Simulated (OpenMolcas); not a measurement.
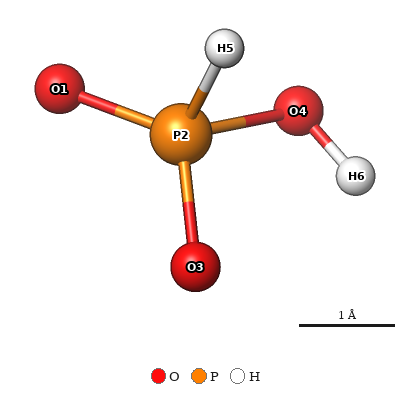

Fig. 1: The input geometry (ball-and-stick view, seen at a tilt; atoms are numbered from 1 in the order of the input).

PH2O3 (charge −1): energy and gradient calculation

System: PH2O3, charge −1, SMILES O=[PH]([O-])O.
Method: HF/STO-3G, RHF (OpenMolcas 26.06).

The geometry comes from this level: GFN2-xTB.

## Output
```
--- Start Module: gateway ---

                                              &GATEWAY

                       available to each process: 1.9 GB of memory, 1 thread

 Basis Set     1 Label: O.STO-3G
 Basis set is read from library:.
 basistype.tbl is not found

 Basis Set     2 Label: P.STO-3G
 Basis set is read from library:.
 basistype.tbl is not found

 Basis Set     3 Label: O.STO-3G
 Basis set is read from library:.
 basistype.tbl is not found

 Basis Set     4 Label: H.STO-3G
 Basis set is read from library:.
 basistype.tbl is not found

++    Symmetry information:
      ---------------------

                    Character Table for C1

                             E
                    a        1  x, y, xy, Rz, z, xz, Ry, yz, Rx, I
--

++    Basis set information:
      ----------------------

      Basis set label: O.STO-3G.........

      Electronic valence basis set:
      ------------------
      Associated Effective Charge   8.000000 au
      Associated Actual Charge      8.000000 au
      Nuclear Model: Point charge

      Shell  nPrim  nBasis  Cartesian Spherical Contaminant
         s       6       2        X
         p       3       1        X

      Basis set label: P.STO-3G.........

      Electronic valence basis set:
      ------------------
      Associated Effective Charge  15.000000 au
      Associated Actual Charge     15.000000 au
      Nuclear Model: Point charge

      Shell  nPrim  nBasis  Cartesian Spherical Contaminant
         s       9       3        X
         p       6       2        X

      Basis set label: O.STO-3G.........

      Electronic valence basis set:
      ------------------
      Associated Effective Charge   8.000000 au
      Associated Actual Charge      8.000000 au
      Nuclear Model: Point charge

      Shell  nPrim  nBasis  Cartesian Spherical Contaminant
         s       6       2        X
         p       3       1        X

      Basis set label: H.STO-3G.........

      Electronic valence basis set:
      ------------------
      Associated Effective Charge   1.000000 au
      Associated Actual Charge      1.000000 au
      Nuclear Model: Point charge

      Shell  nPrim  nBasis  Cartesian Spherical Contaminant
         s       3       1        X
--

++    Molecular structure info:
      -------------------------

                    ************************************************
                    **** Cartesian Coordinates / bohr, angstrom ****
                    ************************************************

     Center  Label                x              y              z                     x              y              z
        1      O1               1.350890      -2.569725       1.773187              0.714860      -1.359840       0.938330
        2      P2               0.430045      -0.694852      -0.079746              0.227570      -0.367700      -0.042200
        3      O3              -1.322279      -1.421471      -2.159466             -0.699720      -0.752210      -1.142740
        4      O4              -0.912776       1.730384       1.422586             -0.483020       0.915680       0.752800
        5      H5               2.492776       0.658626      -1.089352              1.319120       0.348530      -0.576460
        6      H6              -2.038637       2.297038       0.132791             -1.078800       1.215540       0.070270

                    ***************************************
                    *    InterNuclear Distances / bohr    *
                    ***************************************

               1 O1            2 P2            3 O3            4 O4            5 H5            6 H6
    1 O1       0.000000
    2 P2       2.792215        0.000000
    3 O3       4.891837        2.814933        0.000000
    4 O4       4.872170        3.153085        4.788839        0.000000
    5 H5       4.463214        2.665720        4.475108        4.365349        0.000000
    6 H6       6.153468        3.884709        4.426614        1.803394        4.971088        0.000000

                    *******************************************
                    *    InterNuclear Distances / angstrom    *
                    *******************************************

               1 O1            2 P2            3 O3            4 O4            5 H5            6 H6
    1 O1       0.000000
    2 P2       1.477577        0.000000
    3 O3       2.588649        1.489598        0.000000
    4 O4       2.578241        1.668540        2.534144        0.000000
    5 H5       2.361831        1.410638        2.368125        2.310043        0.000000
    6 H6       3.256275        2.055700        2.342463        0.954315        2.630587        0.000000

                    **************************************
                    *    Valence Bond Angles / degree    *
                    **************************************
                          Atom centers                 Phi
                      1 O1       2 P2       3 O3       121.48
                      1 O1       2 P2       5 H5       109.70
                      3 O3       2 P2       5 H5       109.45
--

            Nuclear Potential Energy            185.89322865 au

--- Stop Module: gateway /rc=_RC_ALL_IS_WELL_ ---

--- Start Module: seward ---

                                              &SEWARD

                       available to each process: 1.9 GB of memory, 1 thread

               SEWARD will generate:
                  Multipole Moment integrals up to order  2
                  Kinetic Energy integrals
                  Nuclear Attraction integrals (point charge)
                  One-Electron Hamiltonian integrals
                  Velocity integrals
                  Orbital angular momentum around ( -0.0045  -0.6756   0.1623 )
                  Velocity quadrupole around ( -0.0045  -0.6756   0.1623 )
                  Two-Electron Repulsion integrals

                   Integrals are discarded if absolute value <: 1.00E-14
                   Integral cutoff threshold is set to       <: 1.00E-16

            Nuclear Potential Energy            185.89322865 au

      Basis set specifications :
      Symmetry species         a
      Basis functions           26

--- Stop Module: seward /rc=_RC_ALL_IS_WELL_ ---

--- Start Module: scf ---

                                                &SCF

                       available to each process: 1.9 GB of memory, 1 thread

++    Input section:
      --------------

      Header of the integral files:

      Cartesian coordinates in angstrom:
      -----------------------------------------------------
      No.  Label        X            Y            Z
      -----------------------------------------------------
       1   O1         0.71486000  -1.35984000   0.93833000
       2   P2         0.22757000  -0.36770000  -0.04220000
       3   O3        -0.69972000  -0.75221000  -1.14274000
       4   O4        -0.48302000   0.91568000   0.75280000
       5   H5         1.31912000   0.34853000  -0.57646000
       6   H6        -1.07880000   1.21554000   0.07027000
      -----------------------------------------------------
      Nuclear repulsion energy =  185.89322865
--

++    Orbital specifications:
      -----------------------

      Symmetry species               1
                                     a
      Frozen orbitals                0
      Aufbau                        21
      Start temperature = 0.500
      End temperature   = 0.010
      Temperature Factor= 0.460
      Deleted orbitals               0
      Total number of orbitals      26
      Number of basis functions     26
--

      Molecular charge                          -1.000

++    Optimization specifications:
      ----------------------------

      SCF Algorithm: Conventional
      Minimized density differences are used
      Number of density matrices in core                 5
      Maximum number of NDDO SCF iterations            400
      Maximum number of HF SCF iterations              400
      Threshold for SCF energy change             1.00E-10
      Threshold for density matrix                1.00E-07
      Threshold for Fock matrix                   1.00E-07
      Threshold for linear dependence             1.00E-09
      Threshold at which DIIS is turned on        1.50E-01
      Maximum depth in the DIIS procedure                5
      Maximum depth in the BFGS Hessian update          30
      Threshold at which QNR/C2DIIS is turned on  7.50E-02
      Threshold for Norm(delta) (QNR/C2DIIS)      1.00E-05
      All orbitals punched on: SCFORB
--

      Input vectors read from INPORB
      Orbital file label: *Guess orbitals

++ Convergence information
                                   SCF        iterations: Energy and convergence statistics

Iter     Tot. SCF        One-elec.       Two-elec.     Energy      Max Dij or  Max Fij      DNorm      TNorm      AccCon     Time
         Energy          Energy          Energy        Change      Delta Norm                                                in Sec.
   1  -553.937436861 -1161.371864619   421.541199113   0.00E+00    4.77E-02*   1.33E+00*    1.14E+01   1.08E+02   None         0.
   2  -557.185146457 -1161.855835354   418.777460251  -3.25E+00*   1.75E-01*   1.11E-01*    4.51E+00   1.08E+02   EDIIS        0.
   3  -558.877411413 -1161.342203982   416.571563924  -1.69E+00*   7.93E-02*   5.22E-02*    1.91E+00   1.07E+02   EDIIS        0.
   4  -559.252621716 -1161.127422421   415.981572059  -3.75E-01*   8.32E-02*   9.43E-02*    8.96E-01   1.07E+02   EDIIS        0.
   5  -559.267307848 -1161.311676231   416.151139737  -1.47E-02*   4.33E-02*   3.63E-02*    4.43E-01   1.07E+02   EDIIS        0.
   6  -559.269087054 -1161.154163179   415.991847479  -1.78E-03*   1.30E-02*   9.65E-03*    1.27E-01   1.07E+02   EDIIS        0.

       Fermi aufbau procedure completed!
      nOcc=   21

   7  -559.269368487 -1161.202241538   416.039644405  -2.81E-04*   4.78E-03*   3.91E-03*    2.11E-02   1.07E+02   c2DIIS       0.
   8  -559.269416035 -1161.187821448   416.025176767  -4.75E-05*   1.84E-03*   1.02E-03*    4.27E-03   1.07E+02   QNRc2DIIS    0.
   9  -559.269425131 -1161.191245852   416.028592075  -9.10E-06*   1.69E-03*   4.77E-04*    1.09E-03   1.07E+02   QNRc2DIIS    0.
  10  -559.269427734 -1161.191027123   416.028370743  -2.60E-06*   9.73E-05*   3.44E-05*    3.31E-04   1.07E+02   QNRc2DIIS    0.
  11  -559.269427753 -1161.191186040   416.028529641  -1.89E-08*   3.91E-05*   1.29E-05*    8.17E-05   1.07E+02   QNRc2DIIS    0.
  12  -559.269427755 -1161.191274627   416.028618226  -2.03E-09*   1.29E-05*   4.92E-06*    1.40E-05   1.07E+02   QNRc2DIIS    0.
  13  -559.269427756 -1161.191244124   416.028587722  -2.33E-10*   1.67E-06    5.60E-07*    5.53E-04   1.07E+02   QNRc2DIIS    0.
  14  -559.269427756 -1161.191238916   416.028582515  -7.05E-12    1.04E-06    1.98E-07*    1.49E-02   1.07E+02   QNRc2DIIS    0.
  15  -559.269427756 -1161.191236062   416.028579661  -7.96E-13    1.44E-07    3.44E-08     3.67E-03   1.07E+02   QNRc2DIIS    0.

       Convergence after  15 Iterations
--

 *****************************************************************************************************************************
 *                                             SCF/KS-DFT Program, Final results                                             *
 *                                                       Final Results                                                       *
 *****************************************************************************************************************************

::    Total SCF energy                               -559.2694277555
      One-electron energy                           -1161.1912360616
      Two-electron energy                             416.0285796605
      Nuclear repulsion energy                        185.8932286455
      Kinetic energy (interpolated)                   556.6050652342
      Virial theorem                                    1.0047868097
      Total spin, S(S+1)                                0.0000000000
      Total spin, S                                     0.0000000000
      Max non-diagonal density matrix element           0.0000001254
      Max non-diagonal Fock matrix element              0.0000000223

      All orbitals with orbital energies smaller than  E(LUMO)+0.5 are printed

++    Molecular orbitals:
      -------------------

      Title: SCF orbitals

      Molecular orbitals for symmetry species 1: a

          Orbital            1         2         3         4         5         6         7         8         9        10
          Energy          -78.8704  -19.9369  -19.6910  -19.6852   -7.1621   -4.9910   -4.9891   -4.9885   -1.0557   -0.9256
          Occ. No.          2.0000    2.0000    2.0000    2.0000    2.0000    2.0000    2.0000    2.0000    2.0000    2.0000

          Orbital           11        12        13        14        15        16        17        18        19        20
          Energy           -0.8615   -0.4566   -0.3394   -0.2626   -0.2001   -0.1314   -0.0984   -0.0028    0.0190    0.0248
          Occ. No.          2.0000    2.0000    2.0000    2.0000    2.0000    2.0000    2.0000    2.0000    2.0000    2.0000

          Orbital           21        22        23        24        25        26
          Energy            0.0375    0.7555    0.7801    0.9160    0.9196    1.0317
          Occ. No.          2.0000    0.0000    0.0000    0.0000    0.0000    0.0000

--

++    Molecular charges:
      ------------------

      Mulliken charges per centre and basis function type
      ---------------------------------------------------

                O1      P2      O3      O4      H5      H6
      1s       3.9215  5.2605  3.9227  3.8599  1.2636  0.8854
      2px      1.7670  2.8787  1.5485  1.5516  0.0000  0.0000
      2pz      1.5349  2.8705  1.4718  1.5285  0.0000  0.0000
      2py      1.5167  2.8329  1.8073  1.5781  0.0000  0.0000
      Total    8.7401 13.8425  8.7503  8.5182  1.2636  0.8854

      N-E     -0.7401  1.1575 -0.7503 -0.5182 -0.2636  0.1146

      Total electronic charge=   42.000000

      Total            charge=   -1.000000
--

++    Molecular properties:
      ---------------------

      Charge (e):
                      =   -1.0000
      Dipole Moment (debye):
      Origin of the operator (angstrom)=   -0.0024   -0.3575    0.0859
                   X= -8.9375E-02               Y=  2.2916E+00               Z= -4.0945E-01           Total=  2.3296E+00
      Center of Charge (angstrom)
                     X=    0.01622639               Y=   -0.83459847               Z=    0.17112733
      Quadrupole Moment (debye*angstrom):
      Origin of the operator (angstrom)=   -0.0024   -0.3575    0.0859
                  XX= -3.0012E+01              XY=  6.6648E-01              XZ= -3.8647E+00              YY= -3.2404E+01
                  YZ= -7.3679E-01              ZZ= -3.5509E+01
      In traceless form (debye*angstrom)
                  XX=  3.9451E+00              XY=  9.9973E-01              XZ= -5.7970E+00              YY=  3.5592E-01
                  YZ= -1.1052E+00              ZZ= -4.3010E+00
--

--- Stop Module: scf /rc=_RC_ALL_IS_WELL_ ---

--- Start Module: alaska ---

                                              &ALASKA

                       available to each process: 1.9 GB of memory, 1 thread

                     Threshold for contributions to the gradient: 1.000E-07

                    ********************************************
                    * Symmetry Adapted Cartesian Displacements *
                    ********************************************

           Irreducible representation : a
           Basis function(s) of irrep: x, y, xy, Rz, z, xz, Ry, yz, Rx, I

 Basis Label        Type   Center Phase
   1   O1           x         1     1
   2   O1           y         1     1
   3   O1           z         1     1
   4   P2           x         2     1
   5   P2           y         2     1
   6   P2           z         2     1
   7   O3           x         3     1
   8   O3           y         3     1
   9   O3           z         3     1
  10   O4           x         4     1
  11   O4           y         4     1
  12   O4           z         4     1
  13   H5           x         5     1
  14   H5           y         5     1
  15   H5           z         5     1
  16   H6           x         6     1
  17   H6           y         6     1
  18   H6           z         6     1

                     No automatic utilization of translational and rotational invariance of the energy is employed.

 Conventional ERI gradients!

 **************************************************
 *              Molecular gradients               *
 **************************************************

  Irreducible representation: a
 ------------------------------------------------------------------------------------------
                              X                       Y                       Z
 ------------------------------------------------------------------------------------------
  O1               -3.75837370696956E-02    6.59070342913477E-02   -7.52016829600564E-02
  P2               -3.54412210308359E-02   -3.20274674292058E-02    1.42066632827702E-02
  O3                6.01061586440803E-02    1.48401880341327E-02    7.09662193388390E-02
  O4               -1.41846504760847E-02   -1.38915034761773E-02   -3.91619110975867E-02
  H5               -8.97436225754467E-03   -1.12846495129899E-02    3.05740407493427E-03
  H6                3.60778121900718E-02   -2.35436019071045E-02    2.61333073610861E-02
 ------------------------------------------------------------------------------------------

--- Stop Module: alaska /rc=_RC_ALL_IS_WELL_ ---

.##################.
.# Happy landing! #.
.##################.

    Timing: Wall=1.48 User=1.21 System=0.26
```

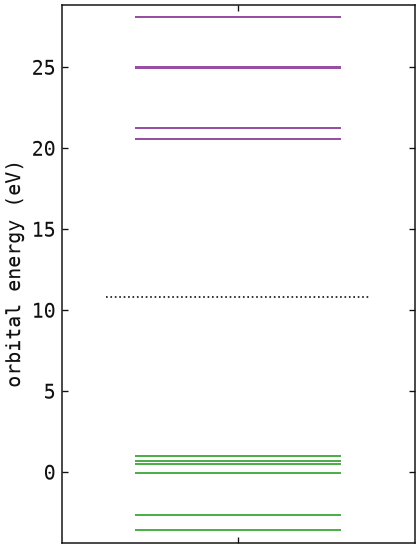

Fig. 2: Orbital energies near the frontier; the dotted line parts filled from empty levels, and levels within 0.02 eV of each other stand side by side. Highest filled 1.02 eV, lowest empty 20.56 eV, 19.54 eV apart.

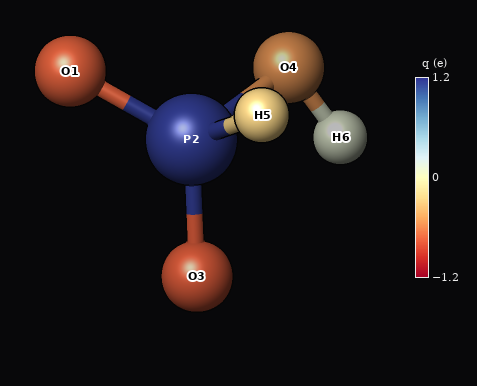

Fig. 3: Mulliken charges, as the colour of each atom (ball-and-stick view, seen at a tilt; atoms are numbered from 1 in the order of the input). By element: O −0.75 to −0.52, P +1.16 and H −0.26 to +0.11 e.

The run was set up as follows.

## The input
```
&gateway
 baslib=$CurrDir
 coord=coord.xyz
 basis=STO-3G
 group=NoSym

&seward

&scf
 charge=-1
 thresholds=1e-10 1e-07 1e-07 1e-05
 prorbitals=1 1

&alaska
```

## File coord.xyz
```
6

O      0.714860    -1.359840     0.938330
P      0.227570    -0.367700    -0.042200
O     -0.699720    -0.752210    -1.142740
O     -0.483020     0.915680     0.752800
H      1.319120     0.348530    -0.576460
H     -1.078800     1.215540     0.070270
```

Command:
```bash
export MOLCAS_MEM=1860
pymolcas test.input > test.log
```

## Key numbers

```csv
quantity,value
outcome,converged
total energy,−559.269428 hartree
basis functions,26
largest force,5.493 eV/Å
HOMO,1.02 eV
LUMO,20.56 eV
hardware,"1 thread of Arm Neoverse V2, 24 GiB of memory available, shared host"
wall time,1.7 s
peak memory,0.37 GiB
```
